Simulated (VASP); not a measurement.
Band structure of CsBH$_{4}$ (space group F-43m). Level of theory: LDA (Ceperley-Alder, Perdew-Zunger) with spin-orbit coupling, VASP's LDA PAW potentials (set 64) (plane waves; VASP).

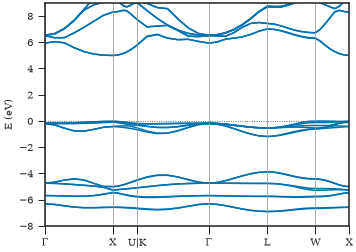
Figure. Bands along high-symmetry lines, zero at the valence-band maximum or, without a gap, the Fermi level

Read the plot: is there a gap, and where are the band edges?

The gap is indirect, 4.99 eV, from the valence maximum at W to the conduction minimum at X.

The structure comes from a computed database's CsBH4 entry (F-43m); how it stands against other phases isn't given here. It was relaxed first, which changed the volume by -11 %.
